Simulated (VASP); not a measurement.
Band structure of Sr2HN (space group R-3m). Calculation: LDA (Ceperley-Alder, Perdew-Zunger), VASP's LDA PAW potentials (set 64) (plane waves; VASP).

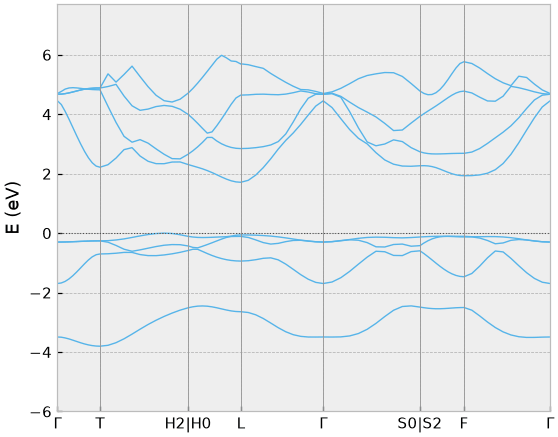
Figure. Bands along high-symmetry lines, zero at the valence-band maximum or, without a gap, the Fermi level

Read the plot: is there a gap, and where are the band edges?

The gap is indirect, 1.71 eV, from the valence maximum at T-H2 at 0.73 to the conduction minimum at L. (Edges off the drawn lines would not show.)

The structure comes from a computed database's Sr2HN entry (R-3m); how it stands against other phases isn't given here. It was relaxed first, which changed the volume by -6 %.
